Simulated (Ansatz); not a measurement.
# Is the response still linear at 0.4 V/Å? Al(110), 9 layers

The dipole of a slab grows in proportion to a weak field along its normal. Does the weak-field slope carry to a strong field?

Set-up. Ansatz 0.2.0, plane waves with PAW datasets (its set soft_2), PBE; atoms held at bulk places, 18 Å of vacuum, dipole correction, cell area 11.60 Å², 12×18 k-points, smearing 0.1 eV. Without field the slab has no gap over 0.05 eV.

```tsv
run	field (V/Å)	dipole (e·Å)
run 1	−0.10	−0.09394
run 2	−0.05	−0.04697
run 3	0.00	0.00000
run 4	0.05	0.04697
run 5	0.10	0.09394
run 6	0.40	?
```

**Question.** What value belongs in the row marked “?”, and how far can the other rows tell?

A least-squares line through the 5 rows shown has slope 0.939400 and intercept 0.000000; no row lies more than 0.00001 e·Å off it. A perfect conductor with that slope would be 180.95 × 0.93940 / 11.60 = 14.65 Å thick. At 0.40 it gives 0.939400 × 0.40 + 0.000000 = 0.37576 e·Å, beyond the rows fitted. Rounding and scatter of the rows alone allow about ±0.00002 e·Å there.

The run itself gives 0.37612 e·Å: a miss of +0.00036 e·Å. That is under 1 % of the induced dipole, so the response is still linear.

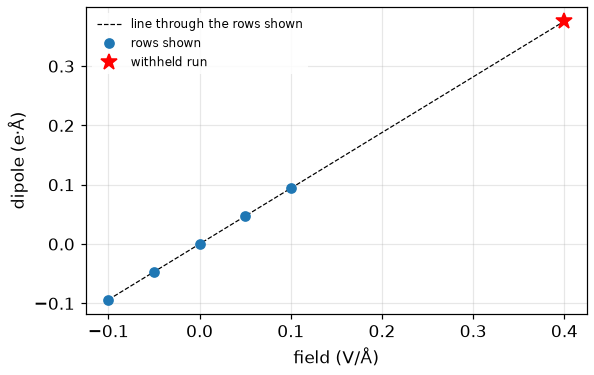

The fit and the withheld run.

**Limits.** Ions are held, so this is the electronic response. Of the series that stay linear within 1 %, this collection keeps about one in seven, and it keeps all that bend.

[Logs are printed without paths, hosts, clocks, repeated set-up lines and the standing remarks that a program may print on its own settings, such as how far it seeks lower states.]
